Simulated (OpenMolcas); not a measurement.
**Single-point calculation, with input and output: VF₄ (charge −2) (part 2 of 2)**

The same run, continued: VF₄, charge −2, multiplicity 2; CASPT2/ANO-RCC-VDZ, DKH2 (OpenMolcas 26.06). The geometry is that of the parent species in another charge or spin state. The geometry comes from this level: GFN2-xTB.

Geometry of the input (Å):
```
V  -0.0010  0.0005  0.0008
F  0.3717  -0.0158  1.9948
F  2.0034  0.0084  -0.3413
F  -1.1941  1.4277  -0.8156
F  -1.1801  -1.4208  -0.8386
```

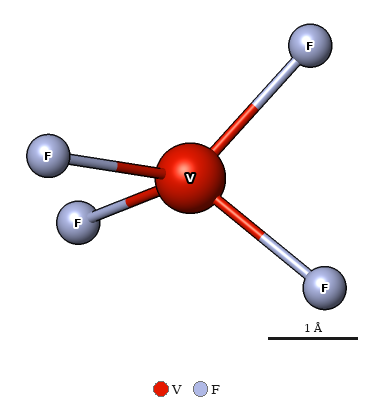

Fig. 1: The structure as given in the input (ball-and-stick view, seen at a tilt). Sticks mark near contacts.

**Log, continued**
```
      ************************************************************************************************************************
      *                                                    Final results                                                     *
      ************************************************************************************************************************

++    Final optimization conditions:
      ------------------------------

      Average CI energy                           -1346.50548194
      RASSCF energy for state  1                  -1346.50548194
      Super-CI energy                                -0.00000000
      RASSCF energy change                           -0.00000000
      Max change in MO coefficients              -4.331E-05
      Max non-diagonal density matrix element    -3.511E-05
      Maximum BLB matrix element                  2.659E-06
      (orbital pair  20,  34 in symmetry   1)
      Norm of electronic gradient            8.162E-06
--

      Final state energy(ies):
      ------------------------

::    RASSCF root number  1 Total energy:  -1346.50548194
      Von Neumann Entropy (Root   1) =  1.27002

      Mulliken population analysis for root number:  1
      -----------------------------------------------

++    Molecular charges:
      ------------------

      Mulliken charges per centre
      ---------------------------

                V1      F2      F3      F4      F5
      Total   21.4683  9.8826  9.8834  9.8831  9.8826

      N-E      1.5317 -0.8826 -0.8834 -0.8831 -0.8826

      Total electronic charge=   61.000000

      Total            charge=   -2.000000
--

      Expectation values of various properties for root number:  1
      -----------------------------------------------------------

++    Molecular properties:
      ---------------------

      Charge (e):
                      =   -2.0000
      Dipole Moment (debye):
      Origin of the operator (angstrom)=   -0.0002    0.0001    0.0002
                   X= -1.7513E-02               Y=  1.6926E-03               Z=  1.3621E-02           Total=  2.2251E-02
      Center of Charge (angstrom)
                     X=    0.00176204               Y=   -0.00014700               Z=   -0.00137008
      Quadrupole Moment (debye*angstrom):
      Origin of the operator (angstrom)=   -0.0002    0.0001    0.0002
                  XX= -6.5883E+01              XY=  7.2499E-02              XZ= -8.0998E+00              YY= -5.4193E+01
                  YZ=  3.2883E-02              ZZ= -5.9828E+01
      In traceless form (debye*angstrom)
                  XX= -8.8721E+00              XY=  1.0875E-01              XZ= -1.2150E+01              YY=  8.6621E+00
                  YZ=  4.9324E-02              ZZ=  2.0997E-01
--

      Mulliken spin population analysis for root number:  1
      ---------------------------------------------------

++    Molecular charges:
      ------------------

      Mulliken spin population per centre
      ---------------------------

                V1      F2      F3      F4      F5
      Total    0.9906  0.0024  0.0023  0.0023  0.0024

      Total electronic spin=    1.000000
--

      LoProp population analysis for root number:  1
      -----------------------------------------------

++    LoProp analysis:
      ----------------

++    Static properties:
      ------------------

      LoProp Charges per center

                   V1       F2       F3       F4       F5
      Nuclear     23.0000   9.0000   9.0000   9.0000   9.0000
      Electronic -21.5373  -9.8653  -9.8663  -9.8659  -9.8653

      Total        1.4627  -0.8653  -0.8663  -0.8659  -0.8653
--

      Natural Bond Order analysis for root number:  1

++    Natural Bond Order analysis
      ---------------------------
      Based on LoProp computed density
      -------------------------------------------------------------------------------------
      Atom A       Atom B       Bond Order
      -------------------------------------------------------------------------------------
      NBO located      0.975 non-bonded electrons on atom V1
      NBO located      0.987 non-bonded electrons on atom V1
      NBO located      0.990 non-bonded electrons on atom V1
      NBO located      0.991 non-bonded electrons on atom V1
      NBO located      0.999 non-bonded electrons on atom V1
      NBO located      1.000 non-bonded electrons on atom V1
      NBO located      1.000 non-bonded electrons on atom V1
      NBO located      1.000 non-bonded electrons on atom V1
      NBO located      1.000 non-bonded electrons on atom V1
      NBO located      0.959 non-bonded electrons on atom F2
      NBO located      1.000 non-bonded electrons on atom F2
      NBO located      1.012 non-bonded electrons on atom F2
      NBO located      1.010 non-bonded electrons on atom F2
      NBO located      0.963 non-bonded electrons on atom F3
      NBO located      1.000 non-bonded electrons on atom F3
      NBO located      1.008 non-bonded electrons on atom F3
      NBO located      1.011 non-bonded electrons on atom F3
      NBO located      0.952 non-bonded electrons on atom F4
      NBO located      1.000 non-bonded electrons on atom F4
      NBO located      1.016 non-bonded electrons on atom F4
      NBO located      1.020 non-bonded electrons on atom F4
      NBO located      1.020 non-bonded electrons on atom F4
      NBO located      0.952 non-bonded electrons on atom F5
      NBO located      1.000 non-bonded electrons on atom F5
      NBO located      1.016 non-bonded electrons on atom F5
      NBO located      1.020 non-bonded electrons on atom F5
      NBO located      1.020 non-bonded electrons on atom F5
      The remaining    3.644 electrons are to be considered as diffuse
--

--

      Average orbitals are written to the RASORB file
      Natural orbitals for root   1 are written to the RASORB.1 file
      Spin density orbitals for root   1 are written to the SPDORB.1 file

--- Stop Module: rasscf /rc=_RC_ALL_IS_WELL_ ---
--- Module rasscf spent 1 second ---

--- Start Module: caspt2 ---

                                              &CASPT2

                       available to each process: 1.9 GB of memory, 1 thread

++    Wave function specifications:
      -----------------------------

      Number of closed shell electrons          38
      Number of electrons in active shells       3
      Max number of holes in RAS1 space          0
      Max number of electrons in RAS3 space      0
      Number of inactive orbitals               19
      Number of active orbitals                  5
      Number of secondary orbitals              29
      Spin quantum number                      0.5
      State symmetry                             1
      Number of CSFs                            40
      Number of CASSCF root(s) available         1
      CASPT2 state passed to geometry opt.       1
      A file JOBMIX will be created
      This is a CASSCF or RASSCF reference function
--

++    Orbital specifications:
      -----------------------

      Symmetry species                           1
                                                 a
      Frozen orbitals                           10
      Inactive orbitals                         19
      Active orbitals                            5
      Secondary orbitals                        29
      Deleted orbitals                           0
      Number of basis functions                 63
--

++    CASPT2 specifications:
      ----------------------

      Type of calculation                        SS-CASPT2
      Fock operator                              state-specific
      IPEA shift                                 0.00
      Real shift                                 0.00
      Imaginary shift                            0.20
      The input orbitals will be transformed to quasi-canonical
--

--------------------------------------------------------------------------------
 Estimated memory requirements:
  POLY3 :                   252280
  RHS:                      338283
  SIGMA :                   415300
  PRPCTL:                        0
 Available workspace:    232486696

++ CASPT2 computation for group   1

********************************************************************************
 Multi-State initialization phase begins for group   1
--------------------------------------------------------------------------------
********************************************************************************
 Compute H0 matrices for state    1
--------------------------------------------------------------------------------
--------------------------------------------------------------------------------
 H0 matrices have been computed.

********************************************************************************
  CASPT2 EQUATION SOLUTION
--------------------------------------------------------------------------------

  Total nr of CASPT2 parameters:
   Before reduction:      333011
   After  reduction:      323161

 Variance of |WF0>:       2.5447918549

 The contributions to the second order correlation energy in atomic units.
-----------------------------------------------------------------------------------------------------------------------------
  IT.      VJTU        VJTI        ATVX        AIVX        VJAI        BVAT        BJAT        BJAI        TOTAL       RNORM
-----------------------------------------------------------------------------------------------------------------------------
   1    -0.000130   -0.043883   -0.000134   -0.006190   -0.057600   -0.013977   -0.036756   -0.534966   -0.693637    0.003879
   2    -0.000134   -0.044006   -0.000135   -0.006260   -0.057787   -0.014074   -0.036798   -0.535093   -0.694288    0.000433
   3    -0.000134   -0.044017   -0.000135   -0.006260   -0.057798   -0.014076   -0.036796   -0.535091   -0.694308    0.000060
   4    -0.000134   -0.044015   -0.000135   -0.006260   -0.057794   -0.014075   -0.036795   -0.535089   -0.694299    0.000005
-----------------------------------------------------------------------------------------------------------------------------

  FINAL CASPT2 RESULT:

      Reference energy:       -1346.5054819417
      E2 (Non-variational):      -0.6942991354
      Shift correction:          -0.0031068866
      E2 (Variational):          -0.6974060220
      Total energy:           -1347.2028879637
      Residual norm:              0.0000007564
      Reference weight:           0.82156

      Contributions to the CASPT2 correlation energy
      Active & Virtual Only:         -0.0142102805
      One Inactive Excited:          -0.0431899363
      Two Inactive Excited:          -0.6368989187

++ Denominators, etc.
--------------------------------------------------------------------------------------------------------------
 Report on small energy denominators, large coefficients, and large energy contributions.
CASE  SYMM ACTIVE-MIX  NON-ACTIVE INDICES          DENOMINATOR     RHS VALUE       COEFFICIENT     CONTRIBUTION
VJTIP    1  Mu1.0007  In1.011 In1.011               4.45908575     -0.14918075      0.03256327     -0.00485781
VJTIM    1  Mu1.0003  In1.012 In1.011               4.20249477     -0.13232839      0.03078183     -0.00407331
VJTIM    1  Mu1.0002  In1.013 In1.011               4.20237435     -0.13226905      0.03076882     -0.00406976
ATVX     1  Mu1.0001  Se1.035                      -0.13423952     -0.00005786     -0.00085977      0.00000005
ATVX     1  Mu1.0002  Se1.035                       0.08369549     -0.00000687      0.00000258     -0.00000000
ATVX     1  Mu1.0003  Se1.035                       0.08369549      0.00000640     -0.00001884     -0.00000000
ATVX     1  Mu1.0001  Se1.036                       0.07452378     -0.00000192      0.00000895     -0.00000000
ATVX     1  Mu1.0002  Se1.036                       0.29245878     -0.00001010     -0.00000386      0.00000000
ATVX     1  Mu1.0003  Se1.036                       0.29245878      0.00000966     -0.00004031     -0.00000000
ATVX     1  Mu1.0001  Se1.037                       0.07460086     -0.00000124      0.00000523     -0.00000000
ATVX     1  Mu1.0002  Se1.037                       0.29253587      0.00000107      0.00000056      0.00000000
ATVX     1  Mu1.0003  Se1.037                       0.29253587     -0.00000100      0.00000642     -0.00000000
ATVX     1  Mu1.0001  Se1.038                       0.11964424      0.00000020     -0.00000026     -0.00000000
ATVX     1  Mu1.0001  Se1.039                       0.15260882      0.00022204     -0.00211259     -0.00000047
BVATP    1  Mu1.0001  Se1.035 Se1.035               0.09647600     -0.00000761      0.00001456     -0.00000000
BVATP    1  Mu1.0002  Se1.043 Se1.043               1.62417710     -0.05008619      0.03050962     -0.00152811
BVATP    1  Mu1.0002  Se1.053 Se1.043               2.25955936     -0.07278095      0.03197747     -0.00232735
BVATM    1  Mu1.0001  Se1.056 Se1.043               2.15841693      0.05385107     -0.02511882     -0.00135268
--

   (Skipping property calculation,
    use PROP keyword to activate)
--

  Total CASPT2 energies:
::    CASPT2 Root  1     Total energy:  -1347.20288796

  A NEW JOBIPH FILE NAMED 'JOBMIX' IS PREPARED.
********************************************************************************
--- Stop Module: caspt2 /rc=_RC_ALL_IS_WELL_ ---

.##################.
.# Happy landing! #.
.##################.

    Timing: Wall=7.32 User=6.40 System=0.83
```

**Summary**

- outcome: converged
- total energy: −1347.202888 hartree
- CASSCF energy: −1346.505482 hartree
- basis functions: 63
- hardware: 1 thread of Intel Xeon (Sapphire Rapids), 32 GiB of memory available, shared host
- wall time: 7.8 s
- peak memory: 0.41 GiB
